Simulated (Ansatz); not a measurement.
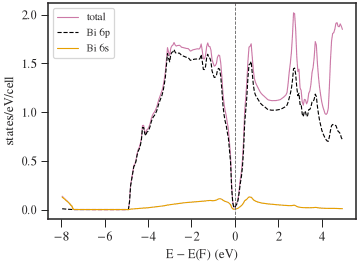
Figure: Total and projected density of states of Bi (A7 (α-As type), R-3m), PBEsol (plane waves, PAW; program Ansatz)

Which orbitals carry the states next to the Fermi level?

Within 0.5 eV of the Fermi level: Bi 6p 88 %, Bi 6s 9 %. Projections are on Löwdin-orthogonalised atomic valence shells; empty p or d shells of many metals are not among them.

Where is the tallest occupied peak in this window, and what makes it?

Near -2.8 eV, about 1.7 states/eV per cell; the largest projected share is Bi 6p.

The cell was relaxed with PBEsol under the symmetry of its start. Spin–orbit coupling is left out wherever it is not named.

Potentials: the earlier of the program's two PAW sets. The files were generated under PBE; for other functionals the program regenerates the frozen cores, and for LDA and PBEsol the local potential too.
